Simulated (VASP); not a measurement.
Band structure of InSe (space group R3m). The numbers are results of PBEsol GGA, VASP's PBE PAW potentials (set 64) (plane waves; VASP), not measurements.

Without a dispersion term in the relaxation, distances and binding between the weakly bound layers, chains or molecules are unreliable, and so is what depends on them. Unless said otherwise, spin-orbit coupling is left out, though it shifts the bands of the heavy elements here.

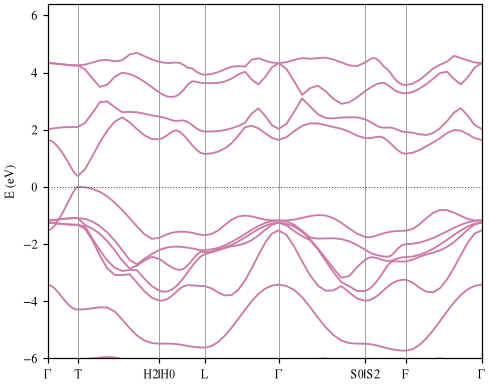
*Bands along high-symmetry lines, zero at the valence-band maximum or, without a gap, the Fermi level*

Read the plot: is there a gap, and where are the band edges?

The gap is direct, 0.38 eV, from the valence maximum at T to the conduction minimum at T. (Edges off the drawn lines would not show.)

The structure comes from a computed database's InSe entry (R3m); how it stands against other phases isn't given here. It was relaxed first.
